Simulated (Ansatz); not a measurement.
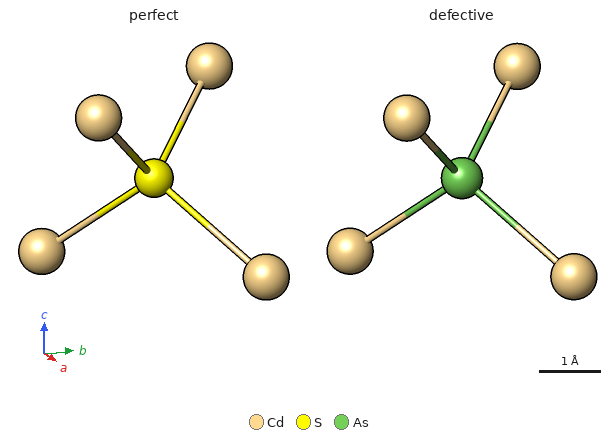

Left: perfect CdS. Right: the same region with one point defect, after relaxing the atoms in a supercell of 54 sites. Style: ball-and-stick. Shown: the atoms within 3.3 Å of one point, slightly off an axis.

These are results of DFT, PBE, plane-wave PAW, default files, scalar-relativistic in Ansatz 0.2.0, not measurements. (plane-wave cutoff 420 eV; k-point mesh 2 × 2 × 2; occupations fermi dirac; smearing width 0.01 eV; no spin polarisation) A uniform background neutralises the charged cell. The axes drawn are those of the host's conventional cell.

Question: Which defect is it?

Answer: A sulfur atom is replaced by arsenic.

The charge state of the cell is −1.

Question: How does the lattice respond?

Answer: In the host the S atom has 4 Cd at 2.53 Å; the As atom ends with 4 Cd at 2.52 Å. Of the host's atoms, a sulfur atom moves furthest from its site, by 0.03 Å. Relaxing the atoms from the host's sites lowers the energy by 0.07 eV.

Limits of the set-up: the cell is charged, on a uniform background, and energies carry no finite-size correction.
